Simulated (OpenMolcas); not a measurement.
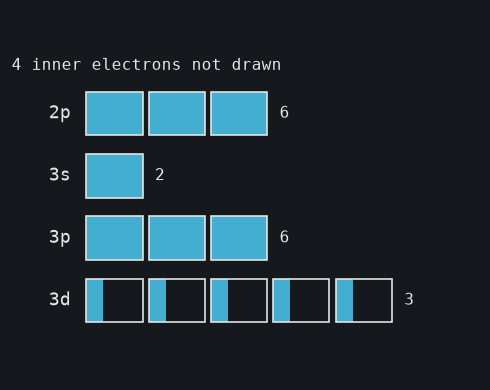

Fig. 1: The outer shells of the leading configuration of the lowest level: a box for each of the 2l + 1 orbitals, shaded by the share of the shell that is filled, with the electron count at the right.

Multiconfigurational calculation, with input and output: Cr³⁺ complex

Cr³⁺ with 6 ligands (Cl; octahedron, 2.3 Å), neutralised by 6 outer point charges of +0.5 e, whose field is part of the energies. Computed at this level: state-averaged SS-CASPT2, IPEA shift 0.25, imaginary shift 0.1 hartree, closed shells 3s 3p of the metal and the valence shells of the ligands correlated, active space 3 electrons in the shell 3d, basis ANO-RCC-VTZP on the metal and ANO-RCC-VDZP on the ligands, DKH2 scalar Hamiltonian, spin-orbit coupling by RASSI with atomic mean-field integrals (OpenMolcas).

## Summary

- outcome: converged; degenerate states are split by up to 253 cm⁻¹
- energy of the lowest spin-free term: −3817.75707 hartree
- energy of the lowest spin-orbit level: −3817.75713 hartree
- CASPT2 correlation energy: −1.4324 hartree
- largest spread among components of a term: 252.6 cm⁻¹
- lowest reference weight: 0.646
- hardware: 1 thread of Arm Neoverse V1, 24 GiB of memory available, shared host
- wall time: 3.9 min
- peak memory: 0.2 GiB

## Notes

The components of ²E, which symmetry makes degenerate, are split by 253 cm⁻¹ in CASPT2, and those of 3 more by over 50 cm⁻¹. This is an artefact; the levels of such states rest on averages and are uncertain by about as much. Limits: distances are set from ionic radii, not optimised.

## Input
```
&GATEWAY
Coord
7

Cr 0.0 0.0 0.0
Cl 2.300000 0.000000 0.000000
Cl 0.000000 2.300000 0.000000
Cl -2.300000 0.000000 0.000000
Cl 0.000000 -2.300000 0.000000
Cl 0.000000 0.000000 2.300000
Cl 0.000000 0.000000 -2.300000
Basis=Cr.ANO-RCC-VTZP,Cl.ANO-RCC-VDZP
Group=XYZ
NoMove
AngMom=0.0 0.0 0.0
AMFI
RICD
XField
3 Angstrom 0
4.900000 0.000000 0.000000 0.500000
0.000000 4.900000 0.000000 0.500000
0.000000 0.000000 4.900000 0.500000
&SEWARD
&RASSCF
FileOrb=start.orb
Symmetry=1
Spin=4
nActEl=3 0 0
Inactive=30 33
Ras2=5 0
CIRoot=10 10 1
SDav=10
CIMx=300
Iter=150 100
PrWF=0.3
OrbListing=Nothing
MaxOrb=0
LevShft=1.0
>>> COPY $Project.JobIph JOB001
&RASSCF
FileOrb=start.orb
Symmetry=1
Spin=2
nActEl=3 0 0
Inactive=30 33
Ras2=5 0
CIRoot=40 40 1
SDav=40
CIMx=300
Iter=150 100
PrWF=0.3
OrbListing=Nothing
MaxOrb=0
LevShft=1.0
>>> COPY $Project.JobIph JOB002
&RASSI
NrOfJobIphs=2 10 40
1 2 3 4 5 6 7 8 9 10
1 2 3 4 5 6 7 8 9 10 11 12 13 14 15 16 17 18 19 20 21 22 23 24 25 26 27
28 29 30 31 32 33 34 35 36 37 38 39 40
IphNames
JOB001
JOB002
EJob
SpinOrbit
DIPRint=1.0
SOCoupling=1000.0
Subsets=2
Property=9
'ANGMOM' 1 'ANGMOM' 2 'ANGMOM' 3 'MLTPL  1' 1 'MLTPL  1' 2 'MLTPL  1' 3
'AMFI' 1 'AMFI' 2 'AMFI' 3
SOProperty=3
'ANGMOM' 1 'ANGMOM' 2 'ANGMOM' 3
>>> COPY JOB001 $Project.JobIph
&CASPT2
Multistate=10 1 2 3 4 5 6 7 8 9 10
NoMult
Frozen=17 18
IPEA=0.25
Imaginary=0.1
MaxIter=60
WThr=0.0 0.3 0.05
PrWF=0.5
NoMix
>>> COPY JOB002 $Project.JobIph
&CASPT2
Multistate=40 1 2 3 4 5 6 7 8 9 10 11 12 13 14 15 16 17 18 19 20 21 22
23 24 25 26 27 28 29 30 31 32 33 34 35 36 37 38 39 40
NoMult
Frozen=17 18
IPEA=0.25
Imaginary=0.1
MaxIter=60
WThr=0.0 0.3 0.05
PrWF=0.5
NoMix
```

The file start.orb holds starting orbitals from an earlier step. A driver script formed the levels outside the program, from RASSI's spin-orbit matrix and the CASPT2 energies (for multi-state variants, the effective Hamiltonian), averaged over the components of each term or state. The log and the time are those of the CASPT2 step.

Command:
```bash
OMP_NUM_THREADS=1 MOLCAS_MEM=2457 MOLCAS_PROJECT=a pymolcas a.inp > a.log  # once for each step of the input, in one work folder
```

## The program's output (extracts)
```
--- CASPT2 ---
Orbital specifications:
      -----------------------

      Symmetry species                           1   2
                                                ag  au
      Frozen orbitals                           17  18
      Inactive orbitals                         13  15
      Active orbitals                            5   0
      Secondary orbitals                        49  50
      Deleted orbitals                           0   0
      Number of basis functions                 84  83
Type of calculation                        SS-CASPT2
      Fock operator                              state-specific
      IPEA shift                                 0.25
      Real shift                                 0.00
      Imaginary shift                            0.10
      The input orbitals will be transformed to quasi-canonical
Reference energy:       -3816.3246402019
      E2 (Non-variational):      -1.4301473845
      Shift correction:          -0.0022790601
      E2 (Variational):          -1.4324264446
      Total energy:           -3817.7570666465
      Residual norm:              0.0000002631
      Reference weight:           0.66038
      Contributions to the CASPT2 correlation energy
      Active & Virtual Only:         -0.0209527670
      One Inactive Excited:          -0.2091298847
      Two Inactive Excited:          -1.2000647327
Reference energy:       -3816.2686713789
      E2 (Non-variational):      -1.4185517137
      Shift correction:          -0.0022616551
      E2 (Variational):          -1.4208133687
      Total energy:           -3817.6894847476
      Residual norm:              0.0000002920
      Reference weight:           0.66235
      Contributions to the CASPT2 correlation energy
      Active & Virtual Only:         -0.0203649957
      One Inactive Excited:          -0.2087158719
      Two Inactive Excited:          -1.1894708461
::    CASPT2 Root  1     Total energy:  -3817.75706665
::    CASPT2 Root  2     Total energy:  -3817.68948475
::    CASPT2 Root  3     Total energy:  -3817.68959930
::    CASPT2 Root  4     Total energy:  -3817.68948624
::    CASPT2 Root  5     Total energy:  -3817.66246888
::    CASPT2 Root  6     Total energy:  -3817.66245827
::    CASPT2 Root  7     Total energy:  -3817.66246835
::    CASPT2 Root  8     Total energy:  -3817.61073437
::    CASPT2 Root  9     Total energy:  -3817.61077840
::    CASPT2 Root 10     Total energy:  -3817.61077668
--- CASPT2 ---
Orbital specifications:
      -----------------------

      Symmetry species                           1   2
                                                ag  au
      Frozen orbitals                           17  18
      Inactive orbitals                         13  15
      Active orbitals                            5   0
      Secondary orbitals                        49  50
      Deleted orbitals                           0   0
      Number of basis functions                 84  83
Type of calculation                        SS-CASPT2
      Fock operator                              state-specific
      IPEA shift                                 0.25
      Real shift                                 0.00
      Imaginary shift                            0.10
      The input orbitals will be transformed to quasi-canonical
Reference energy:       -3816.2384197350
      E2 (Non-variational):      -1.4596144193
      Shift correction:          -0.0023605004
      E2 (Variational):          -1.4619749197
      Total energy:           -3817.7003946547
      Residual norm:              0.0000002777
      Reference weight:           0.65481
      Contributions to the CASPT2 correlation energy
      Active & Virtual Only:         -0.0289924423
      One Inactive Excited:          -0.2189482894
      Two Inactive Excited:          -1.2116736876
Reference energy:       -3816.2384197349
      E2 (Non-variational):      -1.4591743429
      Shift correction:          -0.0023598061
      E2 (Variational):          -1.4615341491
      Total energy:           -3817.6999538840
      Residual norm:              0.0000002507
      Reference weight:           0.65491
      Contributions to the CASPT2 correlation energy
      Active & Virtual Only:         -0.0289907546
      One Inactive Excited:          -0.2185114741
      Two Inactive Excited:          -1.2116721143
::    CASPT2 Root  1     Total energy:  -3817.70039465
::    CASPT2 Root  2     Total energy:  -3817.69995388
::    CASPT2 Root  3     Total energy:  -3817.69660377
::    CASPT2 Root  4     Total energy:  -3817.69657481
::    CASPT2 Root  5     Total energy:  -3817.69654660
::    CASPT2 Root  6     Total energy:  -3817.67054497
::    CASPT2 Root  7     Total energy:  -3817.67057268
::    CASPT2 Root  8     Total energy:  -3817.67055220
::    CASPT2 Root  9     Total energy:  -3817.64938918
::    CASPT2 Root 10     Total energy:  -3817.63868958
::    CASPT2 Root 11     Total energy:  -3817.63779998
::    CASPT2 Root 12     Total energy:  -3817.63842488
::    CASPT2 Root 13     Total energy:  -3817.63032005
::    CASPT2 Root 14     Total energy:  -3817.63023071
::    CASPT2 Root 15     Total energy:  -3817.63043045
::    CASPT2 Root 16     Total energy:  -3817.62757674
::    CASPT2 Root 17     Total energy:  -3817.62642599
::    CASPT2 Root 18     Total energy:  -3817.61352572
::    CASPT2 Root 19     Total energy:  -3817.61354813
::    CASPT2 Root 20     Total energy:  -3817.61354972
::    CASPT2 Root 21     Total energy:  -3817.57323213
::    CASPT2 Root 22     Total energy:  -3817.57325066
::    CASPT2 Root 23     Total energy:  -3817.57324606
::    CASPT2 Root 24     Total energy:  -3817.56081149
::    CASPT2 Root 25     Total energy:  -3817.56084703
::    CASPT2 Root 26     Total energy:  -3817.56072812
::    CASPT2 Root 27     Total energy:  -3817.58066516
::    CASPT2 Root 28     Total energy:  -3817.57164491
::    CASPT2 Root 29     Total energy:  -3817.57165657
::    CASPT2 Root 30     Total energy:  -3817.57168781
```

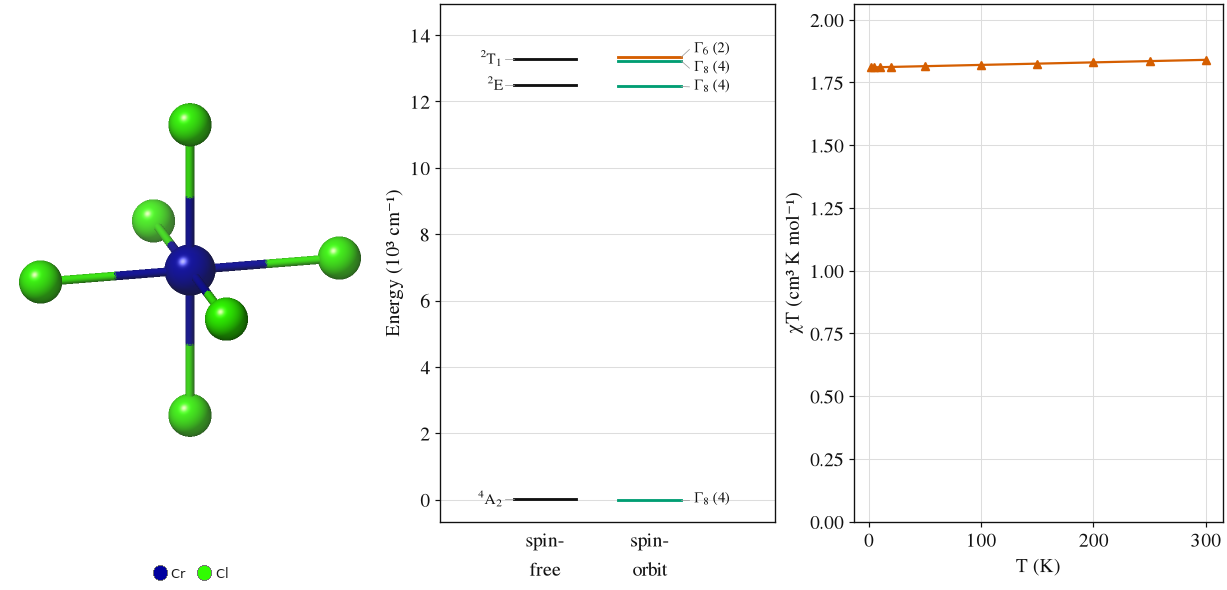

Fig. 2: Cr³⁺ (3d³) with 6 ligands, Cl⁻, at 2.3 Å (arrangement: octahedron, Oh), neutralised by outer point charges of +0.5 e, and its levels and susceptibility. Labels give the representation in O, Td, D4 or D3 as the site allows (double group for half-integer spin) where it could be assigned and, in brackets, the degeneracy; spin-free states, where drawn, share the zero of the spin-orbit levels. Powder susceptibility by Van Vleck's formula. The ground level is Γ₈, 4-fold degenerate, 100 % from states of spin multiplicity 4. The next level lies at 12,500 cm⁻¹ (Γ₈). The lowest spin-free state is ⁴A₂. χT is 1.81 cm³ K mol⁻¹ at 2 K and 1.84 at 300 K, an effective moment of 3.84 μB.
